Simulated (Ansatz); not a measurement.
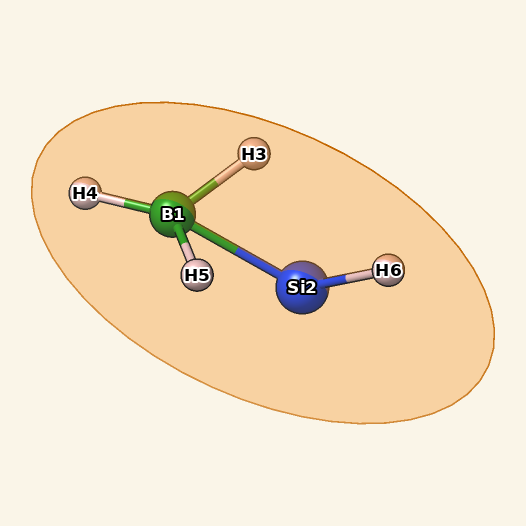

A disc through the centre of mass is drawn in. Atoms fade into the background with distance from the viewer. The species has charge +1 and is a spin singlet. The geometry was computed by an optimisation with PBE0-D4/def2-TZVP. No frequency run is at hand to confirm it as a minimum.

Q: Is the plane of the disc a mirror plane of the structure?

A: Yes. The reflection leaves B1, Si2, H4, H6 in place and moves H3 ↔ H5. The point group is Cs.
